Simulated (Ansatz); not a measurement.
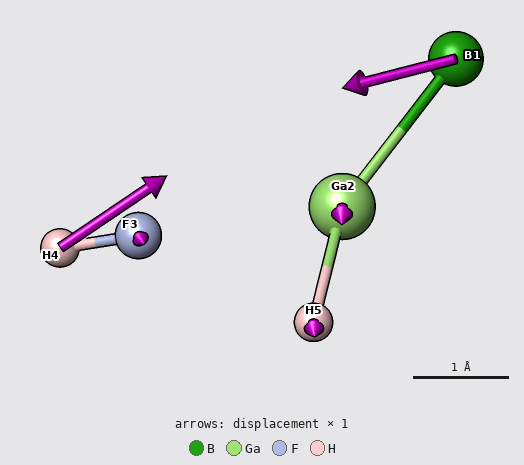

A relaxation of GaBH2F (multiplicity 2). The starting structure is drawn; purple arrows show the displacements, at their true length. The two geometries are superimposed by the best rigid fit.

Style: ball-and-stick. Shown from a free direction.

It is one of the separated reactants of a reaction.

Level of theory: Ansatz, UKS PBE0-D4/def2-TZVP. Set-up: force threshold 0.005 eV/Å; at most 200 steps.

> What happened in the run?

The largest move after the best rigid fit is that of H4, 1.37 Å. By element the largest moves are H 1.37 Å, B 1.34 Å, Ga 0.28 Å, F 0.17 Å. Among the contacts that change: B1–Ga2 2.102 → 2.044 Å, Ga2–H5 1.610 → 1.569 Å, Ga2–F3 2.451 → 2.410 Å, F3–H4 0.939 → 0.951 Å. Bond angles that change, for instance: B1–Ga2–H5 153.1° → 168.3°. Over 17 accepted moves (18 points after the start) the energy falls by 6.44 kcal/mol. Largest force component: 0.89 eV/Å at the start, 0.0042 eV/Å at the end. The line search rejected the trial step at point 8 of the run. Cost: 110 s on 2 threads of Intel Xeon Platinum 8488C, with other jobs on the host.

Limits of the set-up: the start holds two separate molecules, 2.5 Å apart at their closest, whose relative position is a soft coordinate.
